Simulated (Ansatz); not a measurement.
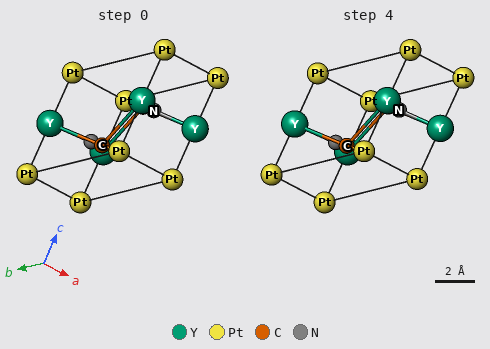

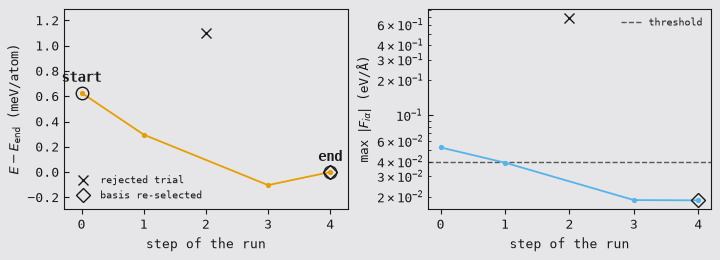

First and last geometry of a relaxation of solid YPtC2N2 (a generated structure, set up in P-1) (coarse preliminary run), with the history of the run. Style: ball-and-stick. Shown: the cell of the calculation, from a free direction.

All numbers below come from DFT PBE, scalar-relativistic, plane waves, PAW in Ansatz.

The input:
```yaml
crystal:
  lattice:
    - [3.622733081, 0.0, 0.0]
    - [-1.740032621, 5.4769207368, 0.0]
    - [-0.1010278766, -3.0120601964, 4.9853199497]
  atoms:
    - { symbol: "Y", position: [0.0, 0.0, 0.5] }
    - { symbol: Pt, position: [0.0, 0.0, 0.0] }
    - { symbol: C, position: [0.7943124985, 0.5915682619, 0.7924966149] }
    - { symbol: C, position: [0.2056875015, 0.4084317381, 0.2075033851] }
    - { symbol: "N", position: [0.6648406561, 0.3351812846, 0.6620290319] }
    - { symbol: "N", position: [0.3351593439, 0.6648187154, 0.3379709681] }
basis:
  ecutwfc: 420
kpoints:
  mp_grid: { grid: [6, 4, 4] }
hamiltonian:
  xc: pbe
scf:
  occupations: { method: gaussian, width: 0.1 }
  lower_state_search: "off"
output:
  forces: true
  stress: true
  eigenvalues: true
relax:
  adjacent_minimum: "off"
  f_tol: 0.04
  max_steps: 70
  cell: { stress_tol: 0.4 }
```

Launched with:
```bash
ansatz run input.yaml --threads 1 --pin off --max-ram 2560MiB --backend cpu --events-out ev --progress --plain --runs-dir out
```

### Did the run converge, and what did it change?

It converged. The largest moves relative to the cell, 0.036 Å, are those of N5 and N6. N6 goes roughly along [−1 0 −3]. By element the largest moves are N 0.036 Å, C 0.020 Å. Y and Pt stay in place. Cell: a 3.623 → 3.599 Å (−0.7 %), b 5.747 → 5.790 Å (+0.7 %), c 5.825 → 5.830 Å (+0.1 %), α 119.2° → 119.7°, β 91.0° → 90.4°, γ 107.6° → 107.8°. Volume −0.4 %. Some distances before and after: Y1–C3 3.443 → 3.479 Å, Y1–Y1 3.623 → 3.599 Å, Y1–N5 2.400 → 2.395 Å. The space group stays P-1 (No. 2). Over 2 accepted moves (4 points after the start) the energy falls by 0.6 meV per atom. The largest force component goes from 0.053 to 0.019 eV/Å. The pressure goes from −0.01 to 0.06 GPa. The line search rejected the trial step at point 2 of the run. At 1 point the geometry stayed and the basis and grid were re-selected for the new cell (energy shift of 0.1 meV per atom at most each time). Cost: 30 s on 1 thread of AMD EPYC 7R13 Processor (Zen 3), with other jobs on the host, peak memory 0.5 GiB.
